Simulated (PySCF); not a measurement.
Input file:

```
{"job": {"kind": "uv", "xc": "CAM-B3LYP", "basis": "def2-SVPD", "nstates": 8, "ntriplets": 3}, "charge": 0, "multiplicity": 1}
C     -1.319077    -1.250277     0.302644
C     -1.284404    -0.024235    -0.615537
C     -1.324611     1.275707     0.194330
Ga     0.453226    -0.067066    -1.702933
As     2.270636     0.028827     0.412947
H     -2.240337    -1.291734     0.885811
H     -0.472958    -1.224062     1.001335
H     -1.242998    -2.166702    -0.288353
H     -2.187249    -0.053420    -1.242939
H     -2.245986     1.362910     0.772224
H     -0.478448     1.312319     0.892393
H     -1.251800     2.138917    -0.472342
H      1.099726     1.235288    -2.333694
H      1.106314    -1.415202    -2.220937
H      2.770127     1.132275     1.291152
H      2.777637    -0.979494     1.395852
H      3.563204    -0.002021    -0.315469
```

Run with:

```sh
OMP_NUM_THREADS=1 python probes_run.py task.json out
```

Geometry: GFN2-xTB.

The calculation used PySCF 2.14.0, CAM-B3LYP/def2-SVPD, SCF density, gas phase.

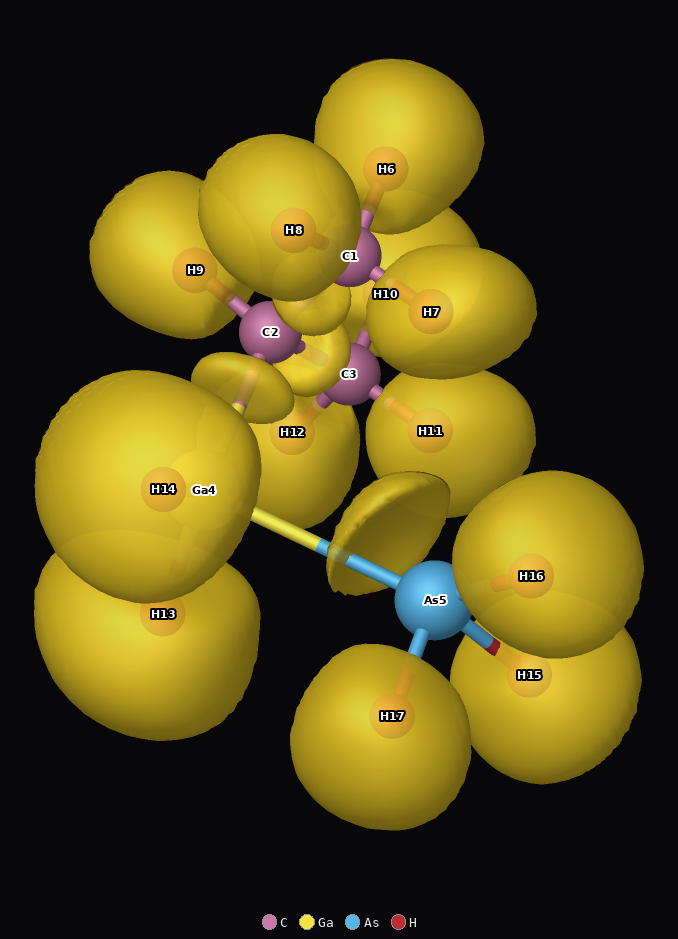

C3H12AsGa. Isosurface of the ELF at 0.8 (yellow), seen at an oblique angle. Core shells and regions of very low density are left out.

Where are the electrons localised?

The surface consists of two regions between bonded C–C atoms (shared pairs), twelve regions around hydrogen nuclei, one lobe of the valence shell of C pointing towards Ga (polar bonds) and one region wrapped around As (its valence shell).

Values along the shortest contacts:
C–C (1.53 Å): the ELF peaks at about 0.95 between the atoms (a covalent bond). C–Ga (2.05 Å): the ELF peaks at about 0.95 in the valence shell of C, 0.7 Å from its nucleus, and is about 0.65 at the midpoint.
